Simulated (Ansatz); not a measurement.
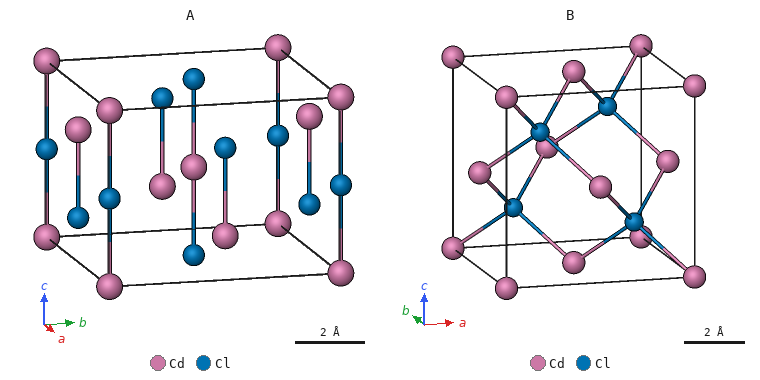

Two structures of CdCl, each relaxed to rest (conventional cells in solid outline, small ones repeated, not to one scale). Method: Ansatz, DFT PBE, scalar-relativistic, plane waves, PAW, without spin polarisation.

Characterise the two forms.

A: 8 atoms a cell on a body-centred tetragonal lattice, I4_1/amd. B: zinc blende (sphalerite type), F-43m.

Which polymorph is favoured?

B is lower, by 24 meV/atom at this level of theory (energies at zero smearing). Volumes: A 31.8, B 35.4 Å³/atom.

One or both may be structure types tried for this composition rather than known phases.
